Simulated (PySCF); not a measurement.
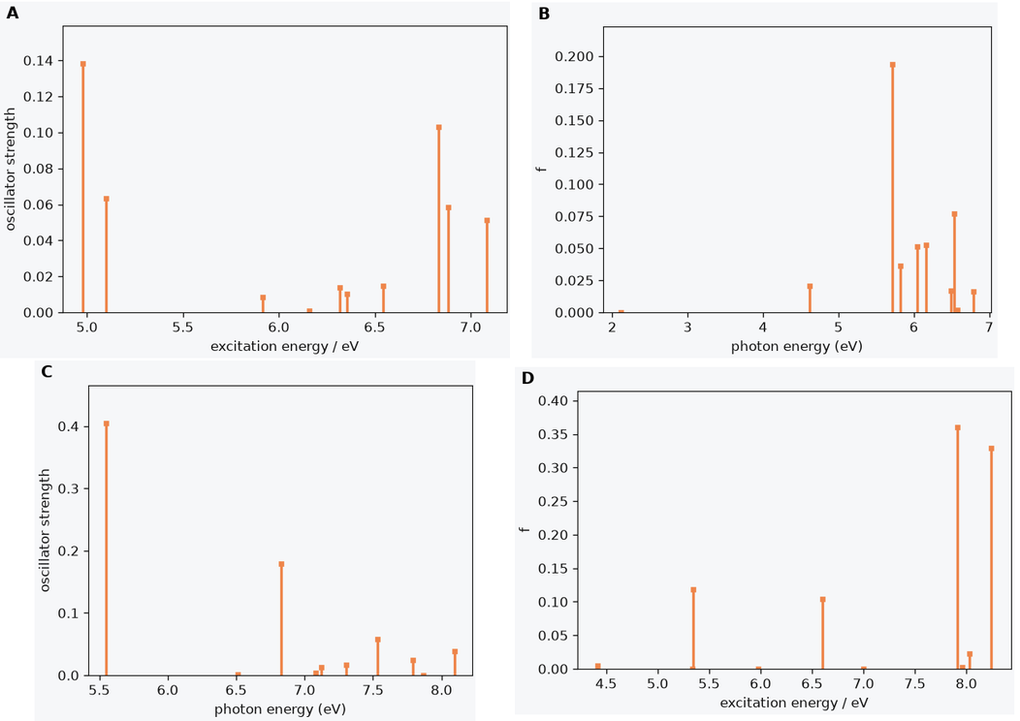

Vertical TDDFT excitations, ωB97X-D/def2-SVPD, PySCF, at a PBE0-D3(BJ)/def2-SVP geometry (no frequency check), gas phase. Each panel shows the lowest singlet states that were computed.

Question: Assign the panels.
1. C₇H₁₄OSi, SMILES C=CC(=C)O[Si](C)(C)C
2. C₄H₃FN₂, SMILES Fc1cnccn1
3. C₂H₉Ge₂NS, SMILES C[C](=S)[GeH2][NH][GeH3], singlet
4. C₂H₁₁BNPSi, SMILES BP[SiH2]N(C)C

Answer: A: 4 (S1 at 4.98 eV, brightest at 4.98 eV)
B: 3 (S1 at 2.12 eV, brightest at 5.71 eV)
C: 1 (S1 at 5.55 eV, brightest at 5.55 eV)
D: 2 (S1 at 4.41 eV, brightest at 7.91 eV)

Limits of at least one run: core orbitals are frozen in the response; one conformer of a flexible molecule.
